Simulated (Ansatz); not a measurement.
## TaNH4F4: geometry relaxation (part 2 of 2)

The same run, continued: TaNH4F4; RKS r2SCAN-D4/def2-SVP (Ansatz 0.2.0). The input holds or restrains some coordinates. It belongs to a series of runs on one base structure; here: pulled along the bonds that form and break, towards end A.

Geometry of the input (Å):
```
Ta 0.0000  0.0000  0.0000
F  2.2800  0.0000  0.0000
F  0.0000  0.0000  1.9300
F  0.0000  0.0000  -1.9300
N  -1.0800  1.8706  0.0000
H  -1.6414  2.1584  0.8518
H  -1.0486  2.5007  -0.8518
F  -0.9650  -1.6714  0.0000
H  0.6622  -1.6867  1.0613
H  1.6779  -1.2317  0.7750
```

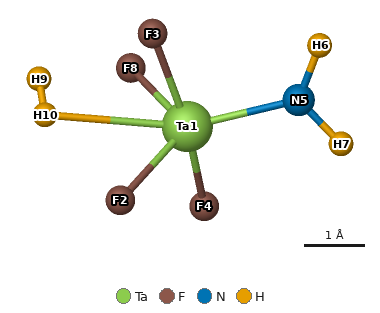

**Figure 1.** The geometry at step 3 of the log (ball-and-stick view, seen at a tilt; atoms are numbered from 1 in the order of the input).

## The program's output, continued
```
relax step   6: F+E_penalty+E_count = -13968.20120207 eV  Δ(F+E_penalty+E_count) = -1.268e-1 eV  max|allowed force component| = 1.230e0 eV/Å  E_restraint = 0.07192819 eV  max|allowed force component, restraints' pulls added| = 4.120e-1 eV/Å  Δτ_max = 0.1999 Å  (35 SCF iters, accepted)
  distance Ta 0 - H 8 = 2.9974 Å
  distance H 9 - F 1 = 2.1433 Å
  distance Ta 0 - F 1 = 1.9077 Å
  distance H 9 - H 8 = 0.7212 Å
these checks for a lower state are left out or cut short: starts, cluster_reference, orbital_swaps, neighbouring_geometries, increment
1300 factors; their error is unknown
mean field -13968.20697327 eV, -513.3221382770 hartree, gradient 1.1e-5 eV, S^2 0.000000; 0 other end points of the search recorded, 0 dependent functions left out
the calculation of the forces begins
reference -13968.20699639 eV, -513.3221391266 hartree; 30, 30 occupied and 92, 92 virtual orbitals, 1300 factors
relax step   7: F+E_penalty+E_count = -13968.24853240 eV  Δ(F+E_penalty+E_count) = -4.733e-2 eV  max|allowed force component| = 1.212e0 eV/Å  E_restraint = 0.06978642 eV  max|allowed force component, restraints' pulls added| = 2.495e-1 eV/Å  Δτ_max = 0.1999 Å  (38 SCF iters, accepted)
  distance Ta 0 - H 8 = 3.0000 Å
  distance H 9 - F 1 = 2.1386 Å
  distance Ta 0 - F 1 = 1.9073 Å
  distance H 9 - H 8 = 0.7216 Å
these checks for a lower state are left out or cut short: starts, cluster_reference, orbital_swaps, neighbouring_geometries, increment
1300 factors; their error is unknown
mean field -13968.21122832 eV, -513.3222946471 hartree, gradient 1.3e-5 eV, S^2 0.000000; 0 other end points of the search recorded, 0 dependent functions left out
the calculation of the forces begins
reference -13968.21125149 eV, -513.3222954985 hartree; 30, 30 occupied and 92, 92 virtual orbitals, 1300 factors
relax step   8: F+E_penalty+E_count = -13968.25279920 eV  Δ(F+E_penalty+E_count) = -4.267e-3 eV  max|allowed force component| = 1.403e0 eV/Å  E_restraint = 0.05811224 eV  max|allowed force component, restraints' pulls added| = 1.115e-1 eV/Å  Δτ_max = 0.1399 Å  (30 SCF iters, accepted)
  distance Ta 0 - H 8 = 2.9982 Å
  distance H 9 - F 1 = 2.1286 Å
  distance Ta 0 - F 1 = 1.9093 Å
  distance H 9 - H 8 = 0.7180 Å
1300 factors; their error is unknown
mean field evaluation 96: about -13968.2112 eV, gradient 6.8e-4 eV
mean field -13968.21122832 eV, -513.3222946471 hartree, gradient 1.4e-5 eV, S^2 0.000000; 1 other end points of the search recorded, 0 dependent functions left out
the calculation of the forces begins
reference -13968.21125149 eV, -513.3222954985 hartree; 30, 30 occupied and 92, 92 virtual orbitals, 1300 factors
Total energy: -13968.25282237 eV, -513.3238232002 hartree
Atom 0 at    -0.067456     0.154386     0.088734 Å, force     0.604264     0.055779     0.051432 eV/Å
Atom 1 at     1.828892     0.298551     0.257101 Å, force    -0.616690     0.212566    -0.116546 eV/Å
Atom 2 at    -0.295127     0.358309     1.955760 Å, force     0.005492     0.004562     0.002657 eV/Å
Atom 3 at     0.078031     0.128355    -1.797275 Å, force     0.010356    -0.018565     0.015521 eV/Å
Atom 4 at    -1.031448     1.839427    -0.112155 Å, force     0.068727    -0.111508     0.044399 eV/Å
Atom 5 at    -1.392724     2.370896     0.675899 Å, force    -0.029098     0.043890     0.028777 eV/Å
Atom 6 at    -1.224777     2.278211    -1.008163 Å, force    -0.019563     0.034490    -0.062861 eV/Å
Atom 7 at    -1.147417    -1.383191     0.068390 Å, force     0.000867     0.002744    -0.001952 eV/Å
Atom 8 at     1.368918    -2.345149     0.912315 Å, force    -1.004568    -1.403073     0.256203 eV/Å
Atom 9 at     1.768208    -1.759894     0.795695 Å, force     0.980214     1.179114    -0.217631 eV/Å
Dipole moment:    -0.262903     0.427176    -0.036017 e Å
```

## Trajectory as extended XYZ (Å, eV, eV/Å), 8 frames, from step=1 to step=8
```
10
Properties=species:S:1:pos:R:3:forces:R:3 step=1 energy=-13964.59050
Ta    0.0000    0.0000    0.0000    1.7240  -0.0302   0.3720
F     2.2800    0.0000    0.0000   -3.3088   0.5177  -0.2084
F     0.0000    0.0000    1.9300   -0.8355   1.2929  -0.7831
F     0.0000    0.0000   -1.9300    0.2375   0.1620   1.4671
N    -1.0800    1.8706    0.0000    1.2847  -2.4089   0.1677
H    -1.6414    2.1584    0.8518    0.9164   0.0210  -1.5370
H    -1.0486    2.5007   -0.8518   -0.4785  -0.8024   1.5065
F    -0.9650   -1.6714    0.0000   -0.4202   1.8449  -0.4809
H     0.6622   -1.6867    1.0613    4.0999   0.8569  -1.0516
H     1.6779   -1.2317    0.7750   -3.2193  -1.4539   0.5477
10
Properties=species:S:1:pos:R:3:forces:R:3 step=2 energy=-13965.96204
Ta    0.0233    0.1106   -0.0584    1.5616  -2.1279   2.9829
F     2.2113    0.0694   -0.0425   -3.8035   1.0443  -0.4874
F    -0.0068    0.0140    1.9120   -0.5614   1.0596  -1.8462
F     0.0027    0.0038   -1.9308    0.1199   0.2731   0.0962
N    -1.0720    1.8569    0.0002    1.0793  -1.4384  -0.2743
H    -1.6336    2.1576    0.8404    0.8252  -0.1095  -1.2859
H    -1.0524    2.4937   -0.8402   -0.4401  -0.6316   1.3008
F    -0.9582   -1.6373   -0.0046    0.6348   2.9200  -0.4223
H     0.8135   -1.7929    1.1232    3.0081   1.2179  -1.1297
H     1.5572   -1.3359    0.8371   -2.4239  -2.2074   1.0659
10
Properties=species:S:1:pos:R:3:forces:R:3 step=3 energy=-13966.97227
Ta    0.0408    0.2202   -0.0945    1.3457  -4.3602   3.5997
F     2.0826    0.1634   -0.0946   -3.1487   0.9811  -0.2881
F    -0.0135    0.0312    1.8722   -0.2487   0.9250  -1.9922
F     0.0025    0.0116   -1.9393    0.0171   0.3047  -0.6135
N    -1.0572    1.8455   -0.0068    0.2228   0.1705  -0.2033
H    -1.6194    2.1530    0.8206    0.6636  -0.1282  -0.9879
H    -1.0600    2.4885   -0.8254   -0.3849  -0.2960   0.8227
F    -0.9346   -1.5720   -0.0116    1.0086   3.1702  -0.4132
H     0.9462   -1.9059    1.1853   -0.4524  -0.7060   0.2191
H     1.4977   -1.4956    0.9304    0.9768  -0.0610  -0.1433
10
Properties=species:S:1:pos:R:3:forces:R:3 step=4 energy=-13967.72094
Ta    0.0240    0.2310   -0.0943    0.6699  -3.3412   1.9238
F     1.9621    0.2120   -0.1039   -1.4193   0.7458  -0.1601
F    -0.0223    0.0638    1.8210   -0.1348   0.6299  -0.8002
F     0.0011    0.0258   -1.9543    0.0033   0.3414  -0.4745
N    -1.0470    1.8525   -0.0140   -0.0162   0.3778  -0.1372
H    -1.6047    2.1563    0.8001    0.3697  -0.0011  -0.5409
H    -1.0727    2.4929   -0.8163   -0.3033  -0.0139   0.3605
F    -0.9141   -1.4779   -0.0277    0.4023   1.8151  -0.2714
H     1.0535   -2.0506    1.2595   -0.6777  -0.9329   0.4260
H     1.5051   -1.5658    0.9663    1.1062   0.3792  -0.3262
10
Properties=species:S:1:pos:R:3:forces:R:3 step=5 energy=-13968.07440
Ta   -0.0270    0.1956   -0.0783    0.7089  -0.9246   0.4075
F     1.8740    0.2265   -0.0621   -0.4827   0.4818  -0.1504
F    -0.0739    0.1106    1.8110   -0.1073   0.2705   0.0551
F    -0.0069    0.0665   -1.9640    0.0278   0.2947  -0.0916
N    -1.0414    1.8615   -0.0354    0.0517   0.0748  -0.1381
H    -1.5726    2.1906    0.7729    0.1403   0.0645  -0.1405
H    -1.0864    2.4967   -0.8311   -0.1916   0.0577   0.0468
F    -0.9944   -1.4076   -0.0555   -0.3386   0.0244  -0.0551
H     1.2083   -2.1649    1.2867   -0.7175  -1.0093   0.4794
H     1.6053   -1.6355    0.9920    0.9089   0.6656  -0.4131
10
Properties=species:S:1:pos:R:3:forces:R:3 step=6 energy=-13968.20120
Ta   -0.0511    0.1413   -0.0270    0.3384   0.1510   0.1312
F     1.8490    0.2950    0.0473   -0.5497   0.1662  -0.0779
F    -0.1693    0.1224    1.8608   -0.0018   0.1649   0.0088
F     0.0530    0.0821   -1.9175   -0.0271   0.0962   0.0897
N    -1.0171    1.8444   -0.0655    0.0433   0.0048  -0.0977
H    -1.4357    2.2735    0.7655    0.1436  -0.0898  -0.2152
H    -1.1758    2.4020   -0.9104    0.0069  -0.1646   0.2193
F    -1.1869   -1.3539   -0.0528   -0.0024  -0.0774  -0.0753
H     1.3320   -2.2203    1.1955   -0.8186  -1.2303   0.4781
H     1.6869   -1.6466    0.9403    0.8674   0.9789  -0.4610
10
Properties=species:S:1:pos:R:3:forces:R:3 step=7 energy=-13968.24853
Ta   -0.0547    0.1556    0.0358    0.5578  -0.0490   0.2218
F     1.8440    0.2848    0.1632   -0.5830   0.2330  -0.0961
F    -0.2540    0.2950    1.9157    0.0383   0.0203  -0.0853
F     0.0645    0.1259   -1.8527   -0.0268   0.0582   0.0500
N    -1.0268    1.8439   -0.0905   -0.1279   0.2372  -0.1281
H    -1.4208    2.3301    0.7209    0.1336  -0.1245  -0.2183
H    -1.2174    2.3362   -0.9692    0.0410  -0.1595   0.2495
F    -1.1239   -1.3885    0.0224   -0.0334   0.0036  -0.0370
H     1.3358   -2.3048    1.0421   -0.9091  -1.2119   0.3748
H     1.7386   -1.7382    0.8486    0.9094   0.9924  -0.3314
10
Properties=species:S:1:pos:R:3:forces:R:3 step=8 energy=-13968.25280
Ta   -0.0675    0.1544    0.0887    0.6043   0.0558   0.0514
F     1.8289    0.2986    0.2571   -0.6167   0.2126  -0.1165
F    -0.2951    0.3583    1.9558    0.0055   0.0046   0.0027
F     0.0780    0.1284   -1.7973    0.0104  -0.0186   0.0155
N    -1.0314    1.8394   -0.1122    0.0687  -0.1115   0.0444
H    -1.3927    2.3709    0.6759   -0.0291   0.0439   0.0288
H    -1.2248    2.2782   -1.0082   -0.0196   0.0345  -0.0629
F    -1.1474   -1.3832    0.0684    0.0009   0.0027  -0.0020
H     1.3689   -2.3451    0.9123   -1.0046  -1.4031   0.2562
H     1.7682   -1.7599    0.7957    0.9802   1.1791  -0.2176
```

## Key numbers

- outcome: converged under the restraints of the input
- total energy: −13968.2528 eV
- mean-field energy: −13968.2113 eV
- largest force (length of the vector) at the end, held atoms and coordinates included: 1.745 eV/Å
- hardware: 4 threads of Arm Neoverse V2, 24 GiB of memory available, shared host
- wall time: 23 s (CPU time 87 s)
- peak memory: 0.21 GiB
